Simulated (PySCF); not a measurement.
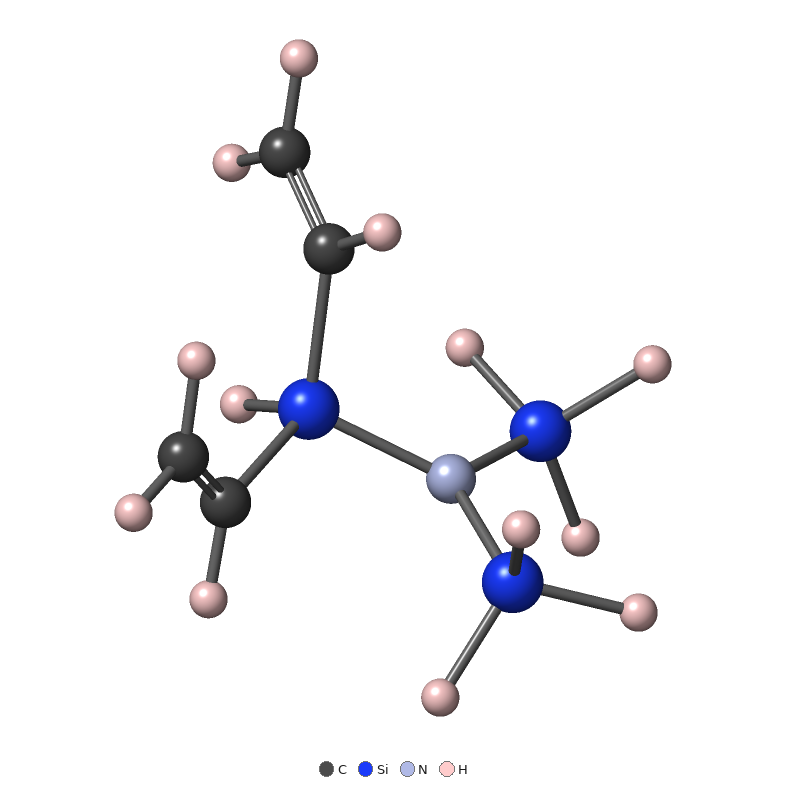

(Drawn from a calculation with PySCF.)

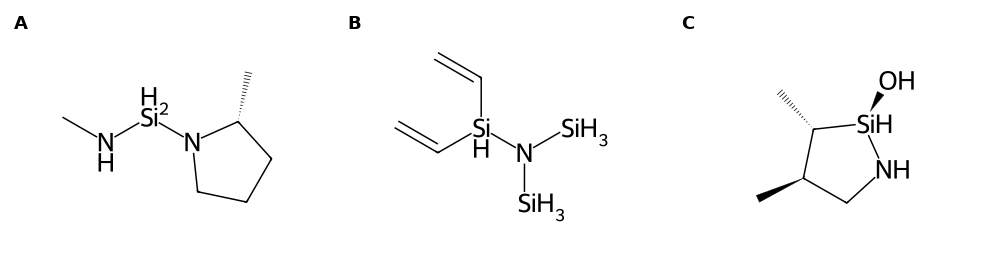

The first picture shows one of the molecules drawn in the second. Which?

B, `C=C[SiH](C=C)N([SiH3])[SiH3]`.
